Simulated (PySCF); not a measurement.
## Electronic structure of C₅H₁₂O₂Si (SMILES CO[SiH](OC)C1CC1) in real space

| atom | x (Å) | y (Å) | z (Å) |
| --- | --- | --- | --- |
| C | -1.4115 | -2.3770 | -0.6041 |
| O | -0.3762 | -1.4967 | -0.2758 |
| Si | -0.4758 | -0.0448 | 0.4257 |
| O | -1.5637 | 0.8073 | -0.4393 |
| C | -1.9323 | 2.1453 | -0.2917 |
| C | 1.2703 | 0.6428 | 0.3487 |
| C | 2.4128 | -0.0866 | 1.0000 |
| C | 2.3398 | -0.0083 | -0.4856 |
| H | -1.8253 | -2.8321 | 0.2988 |
| H | -0.9962 | -3.1571 | -1.2437 |
| H | -2.2099 | -1.8568 | -1.1348 |
| H | -0.9462 | -0.1345 | 1.8169 |
| H | -2.3302 | 2.3314 | 0.7086 |
| H | -1.0763 | 2.8038 | -0.4545 |
| H | -2.7011 | 2.3658 | -1.0332 |
| H | 1.3346 | 1.7237 | 0.4114 |
| H | 2.2015 | -1.0353 | 1.4679 |
| H | 3.1660 | 0.4952 | 1.5116 |
| H | 2.0724 | -0.9028 | -1.0245 |
| H | 3.0421 | 0.6273 | -1.0054 |

Geometry: GFN2-xTB.

All numbers below come from PBE0/pcSseg-1, SCF density, gas phase, non-relativistic in PySCF.

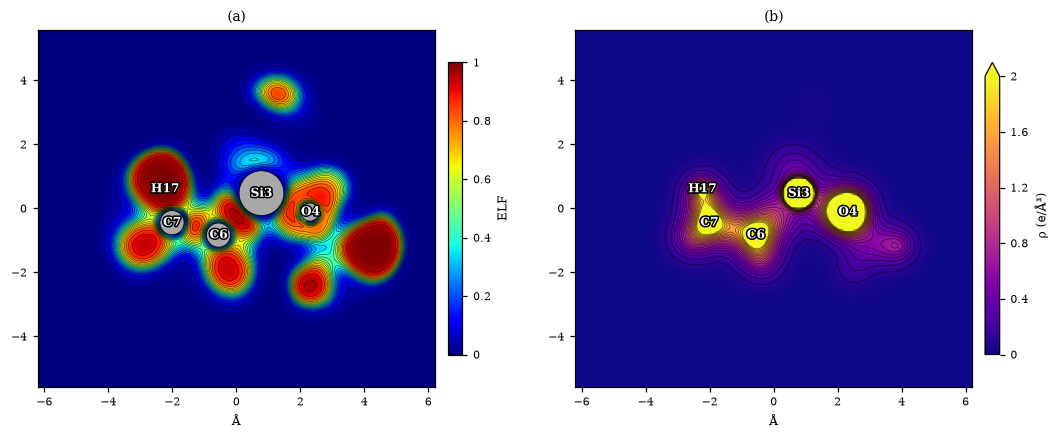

Figure 1. (a) electron localisation function; (b) total electron density on the plane of atoms C6, C7 and H17. Grey discs cover the atomic cores in the ELF map.

**What does the map show?**

The plane passes through Si, O, C and H nuclei. C–C (1.50 Å): ρ at the midpoint is about 1.6 e/Å³; the ELF peaks at about 0.85 between the atoms, as expected for a shared electron pair. Si–O (1.63 Å): ρ at the midpoint is about 1.2 e/Å³; the ELF peaks at about 0.85 between the atoms (a polar covalent bond). C–Si (1.88 Å): ρ is about 0.97 e/Å³ halfway; the ELF peaks at about 0.95 between the atoms, as expected for a covalent bond. C–H (1.08 Å): ρ is about 2 e/Å³ halfway; the ELF climbs to about 1 towards the hydrogen, as it does in any bond to H (a covalent bond by its length). The ELF also peaks beside O4, away from the bonds: lone-pair regions.

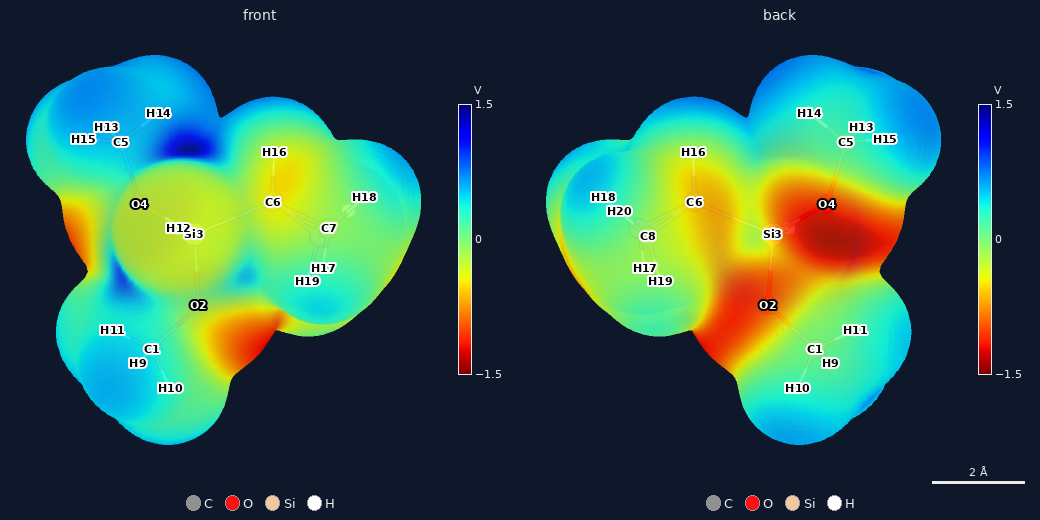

Figure 2. The electrostatic potential painted on the density surface at 0.002 e/bohr³, seen from the front and from behind; the colour scale runs from red (negative) to blue (positive).

**Describe the electrostatic potential map.**

The most negative region (about −1.3 V) lies over O4, the most positive (about +1.2 V) over Si3. O4 is the likeliest acceptor of a hydrogen bond.

**How polar is the molecule by this calculation?**

Its dipole moment is 1.11 D.
